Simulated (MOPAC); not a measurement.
Geometry relaxation, with input and output: Si₂H₄ClO (part 2 of 2)

Si₂H₄ClO, multiplicity 2, SMILES O[Si]([SiH3])Cl; AM1, unrestricted (MOPAC 23.2.5). The atoms were displaced at random from an optimised geometry.

Geometry of the input (Å):
```
O  -0.2632  0.2902  -1.9886
Si -0.4163  -0.7447  -0.7038
Si -0.0948  0.4849  1.2746
Cl 0.9976  -2.2457  -0.8471
H  -0.0880  -0.0765  -2.8564
H  -1.1035  1.5649  1.3529
H  1.2801  1.0974  1.3094
H  -0.2197  -0.4463  2.4077
```

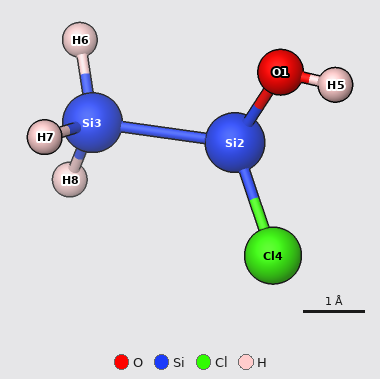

Figure 1. The geometry at step 25 of the log (ball-and-stick view, seen at a tilt; atoms are numbered from 1 in the order of the input).

### Trajectory as extended XYZ, continued
```
8
Properties=species:S:1:pos:R:3:forces:R:3 step=4 energy=-3.61153
O    -0.2730    0.3151   -2.0621   -0.0870   0.0660  -0.1879
Si   -0.3966   -0.7732   -0.7008    0.3573   0.0793   0.1045
Si   -0.0959    0.5133    1.3348   -0.0281  -0.1551   0.1325
Cl    0.9931   -2.2588   -0.8559   -0.1026  -0.0878  -0.0794
H    -0.0862   -0.0912   -2.8986   -0.0229  -0.0865  -0.1057
H    -1.1081    1.5679    1.3706   -0.0339   0.0448   0.1037
H     1.2565    1.0875    1.3103   -0.0594   0.0026   0.0380
H    -0.2257   -0.4450    2.4427   -0.0234   0.1368  -0.0056
8
Properties=species:S:1:pos:R:3:forces:R:3 step=5 energy=-3.62524
O    -0.2791    0.3105   -2.0845   -0.0806  -0.0856   0.0298
Si   -0.3844   -0.7621   -0.6955    0.3552   0.1734  -0.2454
Si   -0.0994    0.5089    1.3471   -0.0235   0.1165  -0.0351
Cl    0.9911   -2.2632   -0.8577   -0.1202  -0.0387  -0.0685
H    -0.0877   -0.0977   -2.9215   -0.0413  -0.1064   0.0489
H    -1.1111    1.5730    1.3873    0.0379  -0.0433   0.0905
H     1.2530    1.0892    1.3146   -0.0897  -0.0141   0.0525
H    -0.2272   -0.4365    2.4515   -0.0379  -0.0018   0.1273
8
Properties=species:S:1:pos:R:3:forces:R:3 step=7 energy=-3.65603
O    -0.3092    0.2920   -2.1374    0.0154  -0.0777   0.1166
Si   -0.3226   -0.7258   -0.7035    0.0847   0.1182  -0.1689
Si   -0.1146    0.5102    1.3787    0.0174   0.0134  -0.0316
Cl    0.9771   -2.2823   -0.8671   -0.0499   0.0150  -0.0628
H    -0.0952   -0.1404   -2.9585   -0.0409  -0.0847   0.1265
H    -1.1184    1.5776    1.4659    0.0062  -0.0372   0.0108
H     1.2325    1.0925    1.3523   -0.0097   0.0310   0.0652
H    -0.2352   -0.4135    2.5140   -0.0231   0.0220  -0.0558
8
Properties=species:S:1:pos:R:3:forces:R:3 step=9 energy=-3.66193
O    -0.3173    0.2855   -2.1401    0.0392   0.0292  -0.0282
Si   -0.3015   -0.7159   -0.7049   -0.0187  -0.0081   0.0891
Si   -0.1192    0.5141    1.3792    0.0981   0.0044  -0.0050
Cl    0.9710   -2.2875   -0.8751   -0.0074  -0.0021  -0.0588
H    -0.0993   -0.1673   -2.9475   -0.0307  -0.0492  -0.0020
H    -1.1215    1.5746    1.4861   -0.0579   0.0267  -0.0206
H     1.2257    1.0991    1.3844    0.0147   0.0489   0.0398
H    -0.2399   -0.4059    2.5131   -0.0374  -0.0498  -0.0143
8
Properties=species:S:1:pos:R:3:forces:R:3 step=11 energy=-3.66877
O    -0.3169    0.2690   -2.1416    0.0461  -0.0391   0.0151
Si   -0.2809   -0.7077   -0.6872   -0.0411   0.0185   0.0510
Si   -0.1191    0.5326    1.3838    0.1449  -0.0111   0.0468
Cl    0.9623   -2.2933   -0.9073    0.0110  -0.0091  -0.0043
H    -0.1117   -0.2298   -2.9248   -0.0363   0.0215  -0.1115
H    -1.1400    1.5751    1.4764   -0.0671   0.0363  -0.0211
H     1.2165    1.1321    1.4774    0.0079   0.0500  -0.0149
H    -0.2588   -0.4178    2.4871   -0.0656  -0.0668   0.0389
8
Properties=species:S:1:pos:R:3:forces:R:3 step=12 energy=-3.67085
O    -0.3142    0.2628   -2.1433    0.0332  -0.0228   0.0388
Si   -0.2809   -0.7061   -0.6829   -0.0119   0.0172   0.0148
Si   -0.1169    0.5363    1.3883    0.0974  -0.0101   0.0319
Cl    0.9611   -2.2930   -0.9144    0.0015  -0.0039   0.0125
H    -0.1151   -0.2388   -2.9263   -0.0352   0.0126  -0.0976
H    -1.1455    1.5763    1.4676   -0.0287  -0.0017  -0.0101
H     1.2152    1.1414    1.4942    0.0062   0.0442  -0.0160
H    -0.2646   -0.4247    2.4831   -0.0624  -0.0356   0.0257
8
Properties=species:S:1:pos:R:3:forces:R:3 step=14 energy=-3.67299
O    -0.3099    0.2543   -2.1477    0.0192   0.0083   0.0066
Si   -0.2823   -0.7032   -0.6799    0.0251   0.0059  -0.0249
Si   -0.1120    0.5381    1.3960    0.0243  -0.0061  -0.0141
Cl    0.9594   -2.2911   -0.9193   -0.0042  -0.0084   0.0274
H    -0.1220   -0.2440   -2.9373   -0.0401   0.0093   0.0064
H    -1.1519    1.5733    1.4570    0.0192  -0.0450   0.0068
H     1.2138    1.1567    1.5071   -0.0050   0.0213  -0.0037
H    -0.2748   -0.4342    2.4823   -0.0384   0.0145  -0.0044
8
Properties=species:S:1:pos:R:3:forces:R:3 step=16 energy=-3.67422
O    -0.3108    0.2574   -2.1495    0.0287   0.0084  -0.0282
Si   -0.2797   -0.7013   -0.6840    0.0049   0.0018   0.0170
Si   -0.1082    0.5338    1.3935    0.0465   0.0049   0.0081
Cl    0.9578   -2.2909   -0.9129    0.0135  -0.0298   0.0091
H    -0.1316   -0.2427   -2.9401   -0.0414   0.0186   0.0054
H    -1.1522    1.5596    1.4638   -0.0270   0.0113  -0.0108
H     1.2116    1.1673    1.5070   -0.0186  -0.0065   0.0005
H    -0.2832   -0.4327    2.4822   -0.0066  -0.0087  -0.0011
8
Properties=species:S:1:pos:R:3:forces:R:3 step=18 energy=-3.67485
O    -0.3095    0.2568   -2.1525    0.0236   0.0085   0.0081
Si   -0.2767   -0.6980   -0.6837    0.0299  -0.0016  -0.0020
Si   -0.1020    0.5345    1.3956   -0.0342   0.0026  -0.0031
Cl    0.9562   -2.2930   -0.9134    0.0016  -0.0159   0.0100
H    -0.1491   -0.2489   -2.9433   -0.0356   0.0097  -0.0033
H    -1.1601    1.5477    1.4576   -0.0138   0.0134  -0.0124
H     1.2061    1.1852    1.5246    0.0045  -0.0161   0.0056
H    -0.2967   -0.4387    2.4757    0.0239  -0.0006  -0.0030
8
Properties=species:S:1:pos:R:3:forces:R:3 step=19 energy=-3.67505
O    -0.3092    0.2573   -2.1521    0.0229   0.0074   0.0196
Si   -0.2758   -0.6978   -0.6832    0.0347  -0.0031  -0.0106
Si   -0.1017    0.5352    1.3957   -0.0491   0.0001  -0.0061
Cl    0.9562   -2.2942   -0.9138   -0.0034  -0.0085   0.0109
H    -0.1534   -0.2487   -2.9433   -0.0341   0.0058  -0.0080
H    -1.1620    1.5470    1.4543   -0.0060   0.0078  -0.0098
H     1.2053    1.1866    1.5274    0.0116  -0.0117   0.0058
H    -0.2976   -0.4397    2.4740    0.0233   0.0022  -0.0018
8
Properties=species:S:1:pos:R:3:forces:R:3 step=21 energy=-3.67652
O    -0.3088    0.2666   -2.1456    0.0291  -0.0082   0.0438
Si   -0.2635   -0.6982   -0.6824    0.0278  -0.0061  -0.0440
Si   -0.1024    0.5394    1.3934   -0.0811  -0.0160  -0.0103
Cl    0.9563   -2.3049   -0.9130   -0.0166   0.0280   0.0044
H    -0.1973   -0.2375   -2.9449   -0.0246  -0.0107  -0.0127
H    -1.1753    1.5415    1.4289    0.0305  -0.0145   0.0091
H     1.2005    1.1916    1.5414    0.0274   0.0141   0.0021
H    -0.2988   -0.4435    2.4642    0.0076   0.0135   0.0076
8
Properties=species:S:1:pos:R:3:forces:R:3 step=23 energy=-3.67721
O    -0.3085    0.2727   -2.1425    0.0346   0.0103  -0.0057
Si   -0.2552   -0.6993   -0.6860   -0.0181   0.0003   0.0030
Si   -0.1051    0.5378    1.3906   -0.0031  -0.0095   0.0078
Cl    0.9553   -2.3085   -0.9084    0.0109   0.0042  -0.0114
H    -0.2216   -0.2274   -2.9475   -0.0190  -0.0161  -0.0005
H    -1.1774    1.5377    1.4264    0.0058   0.0085   0.0056
H     1.1999    1.1923    1.5376   -0.0144  -0.0020  -0.0033
H    -0.2963   -0.4394    2.4672    0.0033   0.0044   0.0046
8
Properties=species:S:1:pos:R:3:forces:R:3 step=25 energy=-3.67759
O    -0.2894    0.2713   -2.1444    0.0114  -0.1398  -0.0730
Si   -0.2596   -0.6999   -0.6828    0.0417   0.0263  -0.0379
Si   -0.1061    0.5402    1.3971   -0.0913  -0.0130  -0.0518
Cl    0.9565   -2.3091   -0.9181   -0.0280   0.0368   0.0170
H    -0.2628   -0.2496   -2.9454   -0.0149   0.1015   0.1257
H    -1.1803    1.5418    1.4279    0.0257  -0.0269   0.0057
H     1.1903    1.2044    1.5397    0.0486   0.0123   0.0058
H    -0.2977   -0.4338    2.4759    0.0068   0.0028   0.0086
8
Properties=species:S:1:pos:R:3:forces:R:3 step=26 energy=-3.67818
O    -0.2942    0.2710   -2.1436    0.0146  -0.0170   0.0204
Si   -0.2614   -0.7007   -0.6847    0.0152   0.0072  -0.0101
Si   -0.1076    0.5375    1.3941   -0.0348  -0.0020  -0.0194
Cl    0.9568   -2.3064   -0.9139   -0.0097   0.0145   0.0069
H    -0.2435   -0.2401   -2.9452   -0.0145   0.0049  -0.0041
H    -1.1748    1.5440    1.4336    0.0071  -0.0117   0.0018
H     1.1954    1.1950    1.5285    0.0198   0.0038   0.0035
H    -0.2928   -0.4323    2.4782    0.0022   0.0003   0.0010
8
Properties=species:S:1:pos:R:3:forces:R:3 step=28 energy=-3.67850
O    -0.2873    0.2736   -2.1422    0.0069  -0.0695  -0.0739
Si   -0.2536   -0.7001   -0.6848   -0.0089   0.0102  -0.0055
Si   -0.1104    0.5378    1.3934    0.0227   0.0079   0.0063
Cl    0.9554   -2.3098   -0.9151    0.0029   0.0038   0.0068
H    -0.2810   -0.2422   -2.9452   -0.0047   0.0614   0.0773
H    -1.1794    1.5409    1.4322   -0.0092   0.0009  -0.0032
H     1.1914    1.2011    1.5327   -0.0091  -0.0098  -0.0033
H    -0.2925   -0.4282    2.4815   -0.0005  -0.0048  -0.0044
8
Properties=species:S:1:pos:R:3:forces:R:3 step=30 energy=-3.67871
O    -0.2862    0.2750   -2.1404    0.0051   0.0055  -0.0027
Si   -0.2564   -0.7017   -0.6858   -0.0033   0.0025   0.0015
Si   -0.1096    0.5367    1.3918    0.0021   0.0017  -0.0006
Cl    0.9564   -2.3089   -0.9119    0.0025  -0.0014   0.0017
H    -0.2835   -0.2331   -2.9453   -0.0049  -0.0051  -0.0031
H    -1.1792    1.5394    1.4286   -0.0048   0.0006   0.0017
H     1.1927    1.1978    1.5258    0.0038  -0.0002   0.0020
H    -0.2909   -0.4294    2.4796   -0.0005  -0.0035  -0.0006
8
Properties=species:S:1:pos:R:3:forces:R:3 step=32 energy=-3.67876
O    -0.2842    0.2750   -2.1409    0.0032   0.0023  -0.0019
Si   -0.2550   -0.7011   -0.6857   -0.0008   0.0017  -0.0015
Si   -0.1093    0.5372    1.3922   -0.0025   0.0022  -0.0004
Cl    0.9560   -2.3098   -0.9123    0.0004   0.0017   0.0034
H    -0.2938   -0.2344   -2.9450   -0.0029  -0.0031  -0.0008
H    -1.1814    1.5376    1.4275   -0.0011  -0.0007   0.0015
H     1.1914    1.2007    1.5295    0.0022  -0.0019   0.0010
H    -0.2921   -0.4301    2.4789    0.0015  -0.0024  -0.0013
8
Properties=species:S:1:pos:R:3:forces:R:3 step=33 energy=-3.67849
O    -0.2791    0.2721   -2.1460   -0.0052  -0.0496   0.0036
Si   -0.2525   -0.6983   -0.6853    0.0096   0.0190  -0.0029
Si   -0.1095    0.5389    1.3954    0.0014   0.0025  -0.0007
Cl    0.9548   -2.3103   -0.9163   -0.0068   0.0105   0.0139
H    -0.3102   -0.2494   -2.9429    0.0016   0.0367   0.0104
H    -1.1845    1.5367    1.4356    0.0029  -0.0047  -0.0073
H     1.1885    1.2078    1.5422   -0.0104  -0.0137  -0.0068
H    -0.2948   -0.4307    2.4804    0.0069  -0.0007  -0.0101
8
Properties=species:S:1:pos:R:3:forces:R:3 step=35 energy=-3.67878
O    -0.2834    0.2747   -2.1419    0.0027  -0.0022   0.0024
Si   -0.2542   -0.7004   -0.6859   -0.0002   0.0034  -0.0014
Si   -0.1094    0.5374    1.3926   -0.0018   0.0024  -0.0008
Cl    0.9558   -2.3099   -0.9125   -0.0005   0.0032   0.0043
H    -0.2977   -0.2364   -2.9449   -0.0025   0.0000  -0.0026
H    -1.1822    1.5371    1.4291    0.0000  -0.0009   0.0000
H     1.1911    1.2014    1.5317    0.0004  -0.0026  -0.0003
H    -0.2923   -0.4306    2.4786    0.0019  -0.0032  -0.0017
8
Properties=species:S:1:pos:R:3:forces:R:3 step=37 energy=-3.67881
O    -0.2827    0.2750   -2.1438    0.0034  -0.0003  -0.0009
Si   -0.2528   -0.6987   -0.6870   -0.0041  -0.0012   0.0016
Si   -0.1092    0.5370    1.3923   -0.0029   0.0017   0.0008
Cl    0.9554   -2.3098   -0.9099    0.0006   0.0026   0.0012
H    -0.3065   -0.2370   -2.9461   -0.0013   0.0002  -0.0012
H    -1.1838    1.5346    1.4318    0.0036   0.0004  -0.0009
H     1.1915    1.1999    1.5337   -0.0004   0.0014  -0.0010
H    -0.2913   -0.4342    2.4755    0.0011  -0.0049   0.0003
8
Properties=species:S:1:pos:R:3:forces:R:3 step=39 energy=-3.67880
O    -0.2793    0.2743   -2.1452   -0.0053  -0.0002   0.0023
Si   -0.2584   -0.6989   -0.6878    0.0073   0.0014  -0.0043
Si   -0.1092    0.5351    1.3921    0.0003  -0.0024  -0.0033
Cl    0.9564   -2.3060   -0.9071   -0.0011  -0.0055   0.0006
H    -0.3062   -0.2381   -2.9472    0.0008   0.0016  -0.0002
H    -1.1804    1.5358    1.4362   -0.0023   0.0015   0.0025
H     1.1938    1.1952    1.5253    0.0002   0.0011   0.0036
H    -0.2872   -0.4387    2.4740    0.0002   0.0024  -0.0012
8
Properties=species:S:1:pos:R:3:forces:R:3 step=40 energy=-3.67883
O    -0.2812    0.2747   -2.1447   -0.0008   0.0001   0.0002
Si   -0.2551   -0.6986   -0.6876    0.0002  -0.0004  -0.0003
Si   -0.1091    0.5361    1.3921   -0.0010  -0.0007  -0.0005
Cl    0.9558   -2.3082   -0.9082    0.0002  -0.0010   0.0002
H    -0.3077   -0.2374   -2.9468    0.0004   0.0007  -0.0007
H    -1.1825    1.5347    1.4341    0.0014   0.0011   0.0006
H     1.1926    1.1976    1.5304   -0.0010   0.0015   0.0008
H    -0.2893   -0.4370    2.4742    0.0006  -0.0012  -0.0004
8
Properties=species:S:1:pos:R:3:forces:R:3 step=42 energy=-3.67883
O    -0.2814    0.2748   -2.1447   -0.0004   0.0004  -0.0001
Si   -0.2550   -0.6986   -0.6876    0.0000  -0.0004  -0.0004
Si   -0.1091    0.5362    1.3921   -0.0004  -0.0002   0.0002
Cl    0.9558   -2.3083   -0.9081    0.0001  -0.0005   0.0000
H    -0.3076   -0.2372   -2.9470    0.0004   0.0001   0.0000
H    -1.1825    1.5348    1.4341    0.0014   0.0006   0.0005
H     1.1925    1.1980    1.5310   -0.0018   0.0005   0.0003
H    -0.2894   -0.4373    2.4738    0.0007  -0.0006  -0.0005
8
Properties=species:S:1:pos:R:3:forces:R:3 step=44 energy=-3.67883
O    -0.2816    0.2748   -2.1448   -0.0005   0.0002  -0.0002
Si   -0.2551   -0.6986   -0.6878    0.0004   0.0004  -0.0001
Si   -0.1091    0.5361    1.3920    0.0004   0.0000   0.0002
Cl    0.9559   -2.3083   -0.9078   -0.0004   0.0002  -0.0002
H    -0.3070   -0.2369   -2.9473    0.0007  -0.0001   0.0005
H    -1.1819    1.5353    1.4350    0.0000  -0.0002   0.0002
H     1.1923    1.1982    1.5312   -0.0009  -0.0003  -0.0002
H    -0.2890   -0.4380    2.4732    0.0002  -0.0002  -0.0003
```

### Results in brief

| quantity | value |
| --- | --- |
| outcome | converged |
| total energy | −33.730135 hartree |
| dispersion energy | 0.000000 hartree |
| heat of formation | −84.84 kcal/mol |
| basis functions | 20 |
| largest force | 0.001 eV/Å |
| ⟨S²⟩ | 0.766 |
| dipole moment | 0.78 D |
| hardware | 1 thread of Arm Neoverse V1, 24 GiB of memory available, shared host |
| peak memory | 0.073 GiB |

MOPAC's energies along a path are heats of formation.
